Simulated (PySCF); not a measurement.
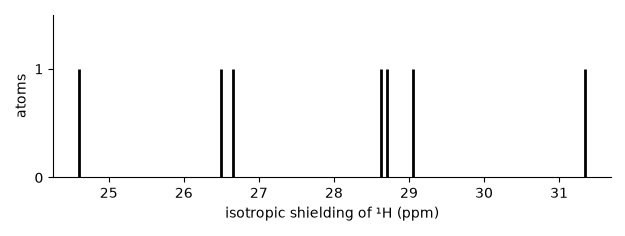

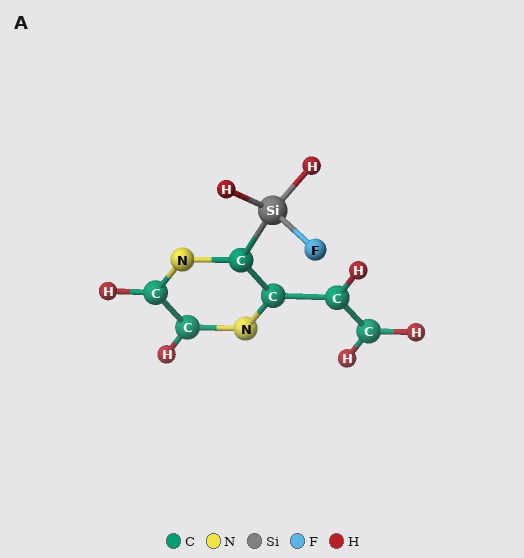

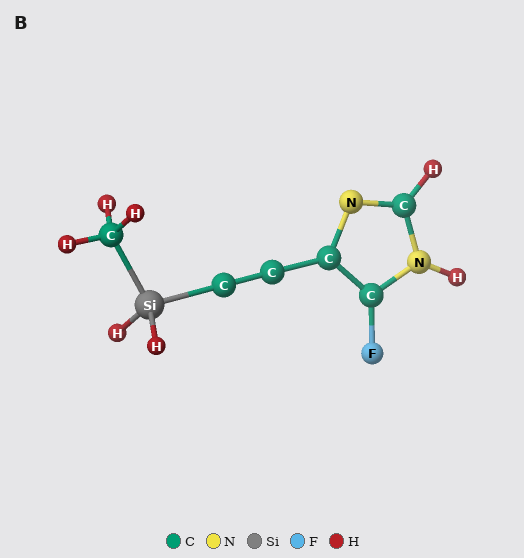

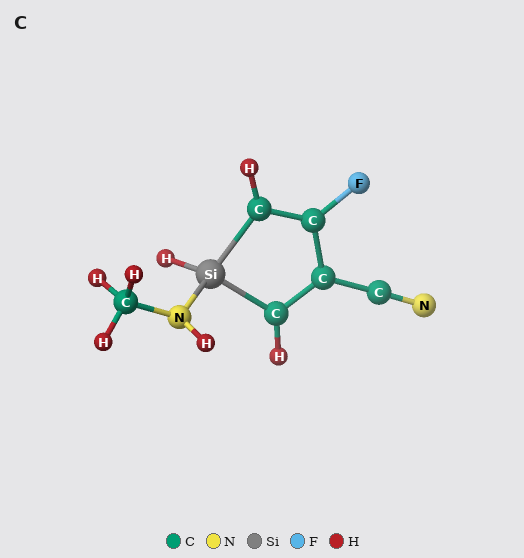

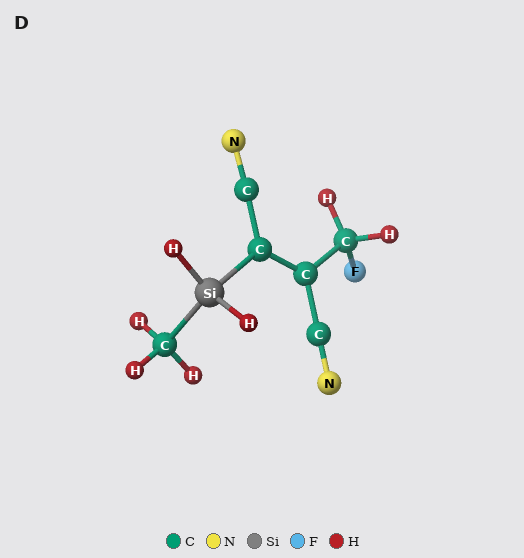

The sticks are computed shieldings of one of the molecules, for one fixed geometry (GFN2-xTB) without averaging over rotations. Low shielding means a high chemical shift. Method: GIAO PBE0/pcSseg-1 NMR shielding, non-relativistic, gas phase (PySCF 2.14.0).

Which molecule gives this pattern?

C, `CN[Si@H]1C=C(F)C(C#N)=C1`. Its 7 H atoms give lines at 24.60, 26.49, 26.65, 28.63, 28.71, 29.05, 31.35 ppm.

The geometry is semi-empirical. Around Si such bond lengths and angles can be off by a tenth of an ångström or more and by several degrees, and values that hang on the shape move with them.
